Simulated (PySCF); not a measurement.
C$_{5}$H$_{9}$FO$_{3}$Si

```xyz
19

O     3.4829    0.8441    0.4301
C     2.5013    0.7737   -0.2506
C     1.1325    0.3842    0.2488
C     0.9962   -1.1396    0.1274
Si   -0.7487   -1.4337   -0.6026
C    -2.0146   -0.4682    0.4727
O    -1.5121    0.7745    1.0008
C    -0.9085    1.5697    0.0963
F    -1.7778    1.9570   -0.8880
O     0.1382    0.9810   -0.5904
H     2.5205    0.9352   -1.3433
H     0.9913    0.7089    1.2847
H     1.1539   -1.6190    1.0905
H     1.7526   -1.5316   -0.5525
H    -0.8224   -1.0709   -2.0149
H    -1.0765   -2.8536   -0.4208
H    -2.2914   -1.0288    1.3652
H    -2.9299   -0.2610   -0.0893
H    -0.5974    2.4874    0.6285
```

Geometry: GFN2-xTB.

The calculation used PBE0/pcSseg-1, SCF density, gas phase, non-relativistic (PySCF).

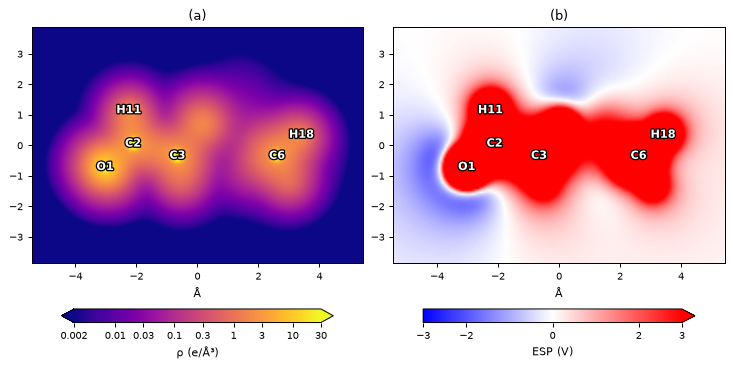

Figure 1. (a) electron density; (b) electrostatic potential on the plane of atoms O1, C2 and C3.

> Read the bonding off the picture.

The plane passes through O, C and H nuclei. C–O (1.20 Å): the density is about 3.4 e/Å³ at the midpoint. C–C (1.51 Å): ρ is about 1.8 e/Å³ halfway. C–H (1.10 Å): ρ at the midpoint is about 2 e/Å³. Outside the dense part of the molecule the potential is most negative (−1.8 V) near O1.

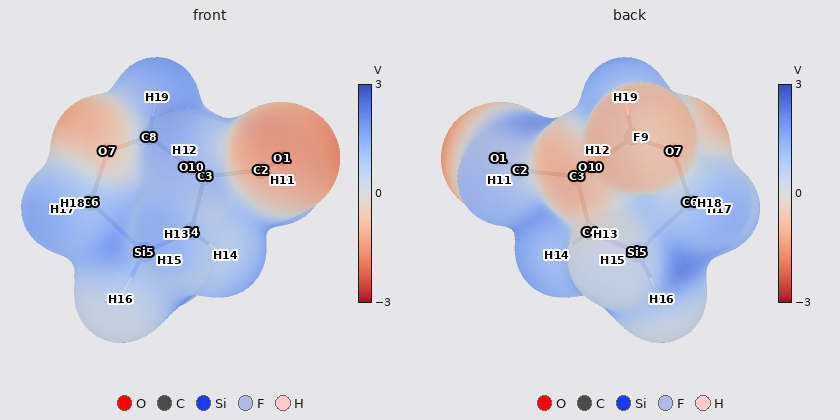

Figure 2. The molecular electrostatic potential painted on the density surface at 0.004 e/bohr³, seen from the front and from behind; red is negative and blue positive.

> Describe the electrostatic potential map.

The most negative region (about −1.6 V, or −37 kcal/mol for a unit charge) lies over O1, the most positive (about +2.0 V, or +46 kcal/mol for a unit charge) over Si5. O1 is the likeliest acceptor of a hydrogen bond.
